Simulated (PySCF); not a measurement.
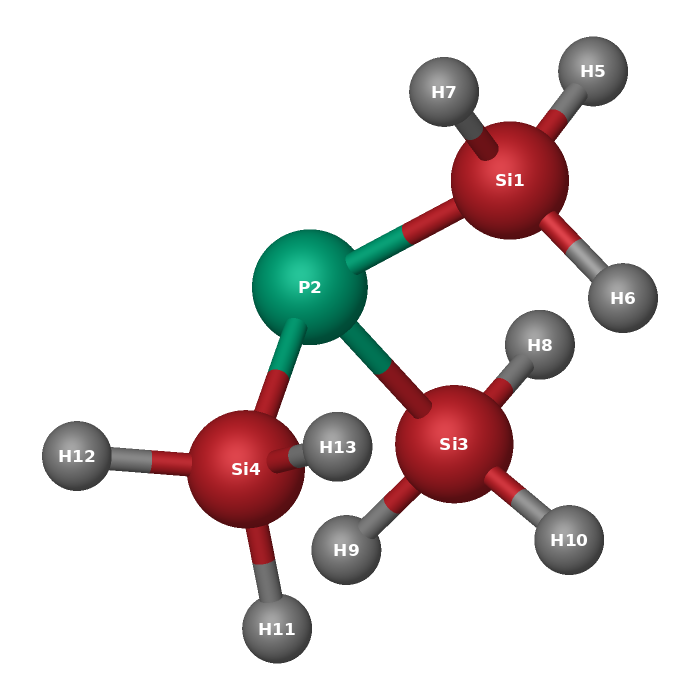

Every bond is drawn as one stick. Computed geometry: PBE0-D3(BJ)/def2-SVP optimisation. No frequency run is at hand to confirm it as a minimum. Computed with PBE0/pcSseg-1 (PySCF 2.14.0).

List the Mayer bond orders of Si1–P2, Si1–H5, Si1–H6, Si1–H7, P2–Si3, P2–Si4, Si3–H8, Si3–H9, Si3–H10, Si4–H11, Si4–H12, Si4–H13. Atoms whose distances differ by more than 0.02 Å in this geometry are listed apart.

```json
{"bond": "Si1–P2", "Mayer order": "0.90", "length (Å)": "2.259"}
{"bond": "Si1–H5", "Mayer order": "0.94", "length (Å)": "1.494"}
{"bond": "Si1–H6", "Mayer order": "0.91", "length (Å)": "1.496"}
{"bond": "Si1–H7", "Mayer order": "0.94", "length (Å)": "1.493"}
{"bond": "P2–Si3", "Mayer order": "0.90", "length (Å)": "2.259"}
{"bond": "P2–Si4", "Mayer order": "0.88", "length (Å)": "2.269"}
{"bond": "Si3–H8", "Mayer order": "0.94", "length (Å)": "1.494"}
{"bond": "Si3–H9", "Mayer order": "0.94", "length (Å)": "1.493"}
{"bond": "Si3–H10", "Mayer order": "0.90", "length (Å)": "1.497"}
{"bond": "Si4–H11", "Mayer order": "0.92", "length (Å)": "1.496"}
{"bond": "Si4–H12", "Mayer order": "0.93", "length (Å)": "1.492"}
{"bond": "Si4–H13", "Mayer order": "0.91", "length (Å)": "1.496"}
```
